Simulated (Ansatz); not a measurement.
**Moving the knobs of a GW run on BaTiO3 (Pm-3m)**

Aim: change settings of a G0W0 run on BaTiO3 (Pm-3m) and see what moves.

Calculated with Ansatz 0.2.0; G0W0 on LDA, plane waves, PAW.

## 1. The structure

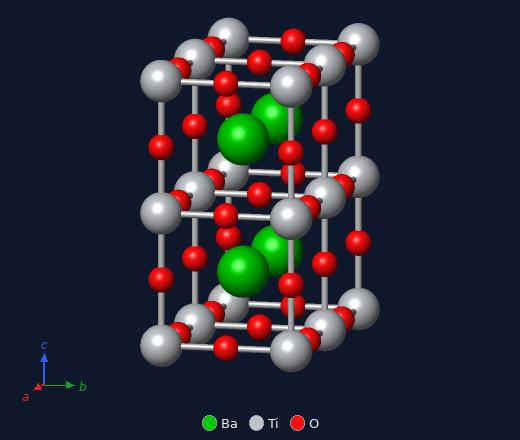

Start, viewed slightly off an axis; barium green, titanium light grey, oxygen red. 2×1×2 cells are drawn. Some periodic images of atoms are drawn too.

The cell and positions come from the Crystallography Open Database and are kept as given unless a step says otherwise. Spin-orbit coupling is left out unless a step names it. The default PAW set here is soft_2. Its files were made with PBE.

## 2. The base run: 4×4×4 mesh, 83 empty bands, screening to 69 eV

G0W0 replaces the xc potential by the self-energy, built once from these orbitals. Only a window of levels is corrected, while the sums run over the empty bands that the input names.

Input file input.yaml:

```yaml
crystal:
  lattice:
    - [4.006, 0.0, 0.0]
    - [0.0, 4.006, 0.0]
    - [0.0, 0.0, 4.006]
  atoms:
    - { symbol: Ba, position: [0.5, 0.5, 0.5] }
    - { symbol: Ti, position: [0.0, 0.0, 0.0] }
    - { symbol: O, position: [0.5, 0.0, 0.0] }
    - { symbol: O, position: [0.0, 0.5, 0.0] }
    - { symbol: O, position: [0.0, 0.0, 0.5] }
kpoints:
  mp_grid: { grid: [4, 4, 4] }
hamiltonian:
  xc: lda
scf:
  occupations: { method: fixed }
gw:
  n_empty_bands: 83
  ecut_chi: 69
  qp_bands: [v2, c2]
  qp_kpoints: band_edges
  screening: { model: contour_deformation }
```

Command:

```console
> ansatz run input.yaml --threads 3 --pin off --max-ram 92160MiB --backend cuda --events-out ev --progress --plain --runs-dir out --devices 1 --max-vram 13GiB  # rebuilt from the run's record
```

Numbers of over 12 decimals in the logs are rounded to 6 here.

The log of the run:

```text
GPUs: using 1 of 1 available (devices: 1).
Engine: ansatz 0.2.0, x86_64-unknown-linux-gnu
Pseudopotentials: kind: paw
Pseudopotential: Ba, paw, valence charge 10, recommended cutoff 420 eV (normal), Ba.paw.azcp
Pseudopotential: Ti, paw, valence charge 12, recommended cutoff 420 eV (normal), Ti.paw.azcp
Pseudopotential: O, paw, valence charge 6, recommended cutoff 420 eV (normal), O.paw.azcp
Functional definition: SPW92
  exchange = slater_x
  correlation = pw_c
device memory: the entry about to start is reckoned to put 0.6 GiB on a device that reports 26.8 GiB free (of which the cap on the GPU budget leaves the run 13.0 GiB)
GPU FFT provider: cuFFT
GPU libraries: cuBLAS 13.8.2, cuFFT 12.4.0, cuSOLVER 12.3.4
Crystal: 5 atoms, lattice volume = 64.288 Å³
Basis set: ecut = 420 eV, 1237 PW (Γ)
Bands: 25, of which v1, the nominal top of the filled ones, is band 20 counted from 1 (19 counted from 0)
Symmetry: 48 space group operations
Space group: Pm-3m (ITA 221), of the structure as read, at distance tolerance 4.0e-5 Å
k-points: 10 of 64
Non-local potential: Ba, projectors of the file, l = 0: 3, l = 1: 2, l = 2: 2, l = 3: 2
Non-local potential: Ti, projectors of the file, l = 0: 3, l = 1: 2, l = 2: 3, l = 3: 1
Non-local potential: O, projectors of the file, l = 0: 2, l = 1: 2, l = 2: 1
PAW form: soft (Blöchl's): semilocal exchange-correlation on the pseudo side does not see the compensation charge
PAW frozen core: Ba, regenerated for the run's functional, and the local potential with it (the file was generated under x = pbe(κ = 0.804, μ = 0.219515), c = pbe(β = 0.066725))
PAW frozen core: Ti, regenerated for the run's functional, and the local potential with it (the file was generated under x = pbe(κ = 0.804, μ = 0.219515), c = pbe(β = 0.066725))
PAW frozen core: O, regenerated for the run's functional, and the local potential with it (the file was generated under x = pbe(κ = 0.804, μ = 0.219515), c = pbe(β = 0.066725))
PAW one-centre angular grid: Ba, 194 points (default); XC on 64 Gauss nodes
PAW one-centre angular grid: Ti, 590 points (default); XC on 64 Gauss nodes
PAW one-centre angular grid: O, 110 points (default); XC on 64 Gauss nodes
Initial density: superposition of atomic densities (neutral atoms: chi_scale 0, normalization atom), corrected by the library's trained network
Initial wavefunctions: pseudopotential atomic-orbital guess
GPU buffer pool allocated for 19683 grid points (all kernels)
GPU transforms: local potential and band sums: pruned to the plane-wave sphere, on 27×27×27
Functional: x = slater, c = lda
SCF iter   1: F=—  HF=-9904.418014 eV  |F-HF|=—  |Δ(HF+E_count)|=         —  Δρ=1.83e-2  dr2=2.09e-1  ethr=1.77e-3  ⟨swp⟩=4.3  Hψ=1065  notcnv=0  defer=12
[...]
eigenvalues of the whole cell's RPA ε∞ on this k-mesh (on a slab, of 1 + 4πα/V) = 7.3623, 7.3623, 7.3623; static W/v taken at q = 0 is 0.135827
  gw.qp_kpoints: band_edges: 9 of 10 stored k-points solved, in 1 pass; an edge of the gap read off the rows below is read off those points alone
    valence top: of the k-points left out ik 6 came nearest to being solved in a further pass, in band 20 (counted from 1, as in the quasiparticle table): it holds the edge there only if its correction is more favourable than any solved in that band by at least 0.569 eV; those differ by 0.072 eV
    conduction bottom: of the k-points left out ik 6 came nearest to being solved in a further pass, in band 21 (counted from 1, as in the quasiparticle table): it holds the edge there only if its correction is more favourable than any solved in that band by at least 1.403 eV; those differ by 0.058 eV
  `?` marks the rows in doubt; gw_qp.tsv's column doubts and the gw_qp event give each row's grounds
    ik  band        ε_KS         Σx   Σc(E_QP)       V_xc       Z   E_QP_lin       E_QP  E_QP is
     0    19      9.7838   -25.9645     4.7418   -21.4124  0.7239     9.9728     9.9736  root
     0    20      9.7838   -25.9645     4.7418   -21.4124  0.7239     9.9728     9.9736  root
     0    21     11.5904   -12.5945    -6.2955   -20.5915  0.7321    13.4145    13.2920  root ?
     0    22     11.5904   -12.5945    -6.2955   -20.5915  0.7321    13.4145    13.2920  root ?
     1    19      9.4496   -25.6233     4.6841   -21.1177  0.7208     9.6274     9.6281  root
     1    20      9.4496   -25.6233     4.6841   -21.1177  0.7208     9.6274     9.6281  root
     1    21     11.6545   -12.7212    -6.3922   -20.8320  0.7295    13.5031    13.3730  root ?
     1    22     12.5688   -14.1721    -6.2119   -22.0623  0.7096    14.3745    14.2471  root ?
     2    19      9.2093   -25.6876     4.8705   -20.9501  0.7182     9.3419     9.3423  root
     2    20      9.2093   -25.6876     4.8705   -20.9501  0.7182     9.3419     9.3423  root
     2    21     11.7211   -12.8611    -6.4965   -21.0940  0.7267    13.5959    13.4575  root ?
     2    22     13.3598   -14.8066    -6.8155   -23.3079  0.6856    15.2068    15.0456  root ?
     3    19      8.9587   -24.9841     4.4195   -20.7594  0.7180     9.1527     9.1536  root
     3    20      9.4383   -25.3824     4.8544   -20.6648  0.7134     9.5747     9.5751  root
     3    21     12.5232   -13.9769    -6.3210   -21.9891  0.7109    14.3460    14.2143  root ?
     3    22     12.6637   -14.3258    -6.3312   -22.3464  0.7055    14.4872    14.3530  root ?
[...]
8    19      9.3798   -25.1408     4.9902   -20.2550  0.7097     9.4839     9.4842  root
     8    20      9.8643   -25.6911     5.0259   -20.8198  0.7133    10.0184    10.0189  root
     8    21     13.6844   -14.7075    -7.1801   -23.5736  0.6762    15.5377    15.3704  root ?
     8    22     13.6844   -14.7075    -7.1801   -23.5736  0.6762    15.5377    15.3704  root ?
     9    19      9.8885   -25.7560     5.0286   -20.8926  0.7134    10.0531    10.0537  root
     9    20      9.8885   -25.7560     5.0286   -20.8926  0.7134    10.0531    10.0537  root
     9    21     14.0448   -14.7009    -7.6026   -23.9814  0.6610    15.8961    15.7227  root ?
     9    22     14.0448   -14.7009    -7.6026   -23.9814  0.6610    15.8961    15.7227  root ?
[key lines of the parts left out:]
SCF converged after 8 iterations
Free energy (F): -9904.374895 eV
Fermi energy:    9.888463 eV
```

Run time: 8 s. Hardware: 1 × NVIDIA H100 80GB HBM3 (shared by 6 runs) with 3 threads of AMD EPYC 7R13 (Zen 3), shared host; peak memory 1 GiB.

In the SCF lines HF is the Harris–Foulkes energy and dr2 the Hartree energy of the density residual, in eV; the loop may stop once dr2 is under the threshold and the program's other checks hold. Hψ counts applications of the Hamiltonian.

This step gave:

```yaml
bands_summed: 103
rpa_eps_infinity_on_this_mesh_eigenvalues: 7.362, 7.362, 7.362
plane_waves_in_the_screening_matrix: 81
q_points_in_the_mesh: 64
g0w0_gap_on_the_mesh: 3.238 eV
k_of_the_valence_top: -0.5, -0.5, -0.5
k_of_the_conduction_bottom: 0, 0, 0
starting_gap_on_the_mesh: 1.702 eV
z_at_the_valence_top: 0.7134
z_at_the_conduction_bottom: 0.7321
least_direct_g0w0_gap_on_the_computed_points: 3.318 eV
```

The gap on the mesh goes from 1.70 eV to 3.24 eV, a correction of +1.54 eV. The program marks an edge row as in doubt. Between the two edge states, bare exchange in place of the xc potential would open the gap by 12.86 eV, and correlation takes back 11.32 eV.

## 3. Variant: norm-conserving files, smooth pair densities

This step: G0W0 on LDA, plane waves, norm-conserving pseudopotentials.

input.yaml, as its differences from that of step 2:

```diff
@@ -15,2 +15,3 @@
   xc: lda
+  pseudopotentials: { kind: nc }
 scf:
@@ -18,4 +19,4 @@
 gw:
-  n_empty_bands: 83
-  ecut_chi: 69
+  n_empty_bands: 104
+  ecut_chi: 80
   qp_bands: [v2, c2]
@@ -23 +24,2 @@
   screening: { model: contour_deformation }
+  pair_densities: pseudo
```

The log of the run:

```text
GPUs: using 1 of 1 available (devices: 1).
[...]
GPU FFT provider: cuFFT
GPU libraries: cuBLAS 13.8.2, cuFFT 12.4.0, cuSOLVER 12.3.4
Crystal: 5 atoms, lattice volume = 64.288 Å³
Basis set: ecut = 1142.878222 eV, 5575 PW (Γ)
Bands: 25, of which v1, the nominal top of the filled ones, is band 20 counted from 1 (19 counted from 0)
Symmetry: 48 space group operations
[...]
k-points: 10 of 64
[...]
GPU buffer pool allocated for 91125 grid points (all kernels)
[...]
SCF iter   1: F=—  HF=-3737.001283 eV  |F-HF|=—  |Δ(HF+E_count)|=         —  Δρ=5.18e-2  dr2=1.91e0  ethr=3.10e-3  ⟨swp⟩=5.2  Hψ=1074  notcnv=0  defer=24
[...]
SCF iter   9: F=-3736.321949 eV  HF=-3736.321949 eV  |F-HF|=6.53e-9  |Δ(HF+E_count)|=   4.41e-8  Δρ=3.65e-6  dr2=7.73e-9  ethr=2.50e-10  ⟨swp⟩=13.0  Hψ=1552  notcnv=0
SCF 1 converged in 9 iterations: F = -3736.321949 eV  dr2 = 7.73e-9
[...]
NSCF: frozen V_eff on 10 k-points, pencils in batches of 32, up to order 100
[...]
NSCF: frozen V_eff on 10 k-points
G₀W₀ screening: q 1/10
[... further progress lines ...]
SCF converged after 9 iterations
Free energy (F): -3736.321949 eV
[...]
Internal energy: -3736.321949 eV  (E = F + TS)
E sigma→0 (E₀):  -3736.321949 eV
Fermi energy:    9.935630 eV
[...]
--- Band table (eV; the first three rows and the last of 10) ---
  k-point 0: bands = [... 16 lower, 8.8143, 9.8218, 9.8218, 9.8218, 11.6578, 11.6578, 11.6578, 13.9437, ... 1 higher]
  k-point 1: bands = [... 16 lower, 8.3909, 8.7249, 9.4881, 9.4881, 11.7228, 12.6374, 12.6374, 13.9472, ... 1 higher]
  k-point 2: bands = [... 16 lower, 8.0992, 8.0992, 9.2468, 9.2468, 11.7904, 13.4319, 13.4319, 13.9499, ... 1 higher]
  k-point 9: bands = [... 16 lower, 7.5828, 9.9356, 9.9356, 9.9356, 14.1224, 14.1224, 14.1224, 16.7180, ... 1 higher]
[...]
bands read: the sum over 124 bands ends inside a degenerate multiplet in 2 slots, whose members it reads at an even weight; the widest, k=0: bands 123 to 125 (counted from 1) at 2/3 each
[...]
0    19      9.8218   -24.8773     4.7719   -19.9623  0.7237     9.6782     9.6787  root
     0    20      9.8218   -24.8773     4.7719   -19.9623  0.7237     9.6782     9.6787  root
     0    21     11.6578   -11.4139    -6.0206   -18.8110  0.7339    13.0878    13.0344  root
     0    22     11.6578   -11.4139    -6.0206   -18.8110  0.7339    13.0878    13.0344  root
     1    19      9.4881   -24.6215     4.7231   -19.7552  0.7207     9.3445     9.3449  root
     1    20      9.4881   -24.6215     4.7231   -19.7552  0.7207     9.3445     9.3449  root
     1    21     11.7228   -11.5195    -6.1054   -19.0195  0.7314    13.1740    13.1174  root
     1    22     12.6374   -12.8657    -5.9234   -20.1246  0.7114    14.0312    13.9730  root
[...]
9    19      9.9356   -24.8888     5.0628   -19.6901  0.7131     9.7993     9.7998  root
     9    20      9.9356   -24.8888     5.0628   -19.6901  0.7131     9.7993     9.7998  root
     9    21     14.1224   -13.1280    -7.2164   -21.6646  0.6628    15.5283    15.4426  root
     9    22     14.1224   -13.1280    -7.2164   -21.6646  0.6628    15.5283    15.4426  root
```

Run time: 9.4 s. Hardware: 1 × NVIDIA H100 80GB HBM3 (shared by 6 runs) with 3 threads; peak memory 1.1 GiB.

The G0W0 gap on the mesh is 3.235 eV.

Against the base:

| setting | base | variant |
| --- | --- | --- |
| files | default PAW | norm-conserving |
| empty bands | 83 | 104 |
| screening cutoff (eV) | 69 | 80 |
| pair densities | - | pseudo |

| quantity | variant | base |
| --- | --- | --- |
| starting gap on the mesh | 1.722 | 1.702 |
| G0W0 gap on the mesh | 3.235 | 3.238 |
| least direct G0W0 gap on the computed points | 3.356 | 3.318 |
| Z at the valence top | 0.713 | 0.713 |
| Z at the conduction bottom | 0.734 | 0.732 |

## 4. Outcome

| Item | Value |
| --- | --- |
| base | 3.24 eV, 8 s |
| norm-conserving files, smooth pair densities | 3.23 eV, 9.4 s |

In words: Norm-conserving files, smooth pair densities: the gap moves by −0.004 eV (the plane-wave cutoff goes from 420 to 1142.88 eV). The variant differs from the base in files, empty bands, screening cutoff and pair densities together, so the change can't be laid to one of them. All runs here use a coarse mesh and modest cutoffs; they test settings and are not final values. The 4×4×4 mesh is coarse for this cell (its supercell is 16 Å along the shortest edge). The RPA ε∞ on it, from the LDA start, is 7.36; such meshes misread the long-range screening, most where the gap is narrow. This is the ideal cubic cell; many perovskites, halides above all, are cubic only on average, and local tilts or off-centring can widen the gap. The many-body steps are scalar-relativistic: spin-orbit coupling is not in them. The program marks a band-edge row as in doubt, so the gap is less sure than its digits.

[Paths, hosts, dates, memory and timing lines, banners, echoed tables and standing remarks are left out of the program output.]

[Logs are printed without paths, hosts, clocks, repeated set-up lines and the standing remarks that a program may print on its own settings, such as how far it seeks lower states.]

[Runs of the session that timed out or met a known fault of the program may be left out.]

[Cells called generated may have been cut or substituted from an entry of the Crystallography Open Database or the Materials Project.]

[Hosts, paths, dates, database ids (printed as entryN), source tags and the programs' standing remarks are cut or masked in the printed files.]
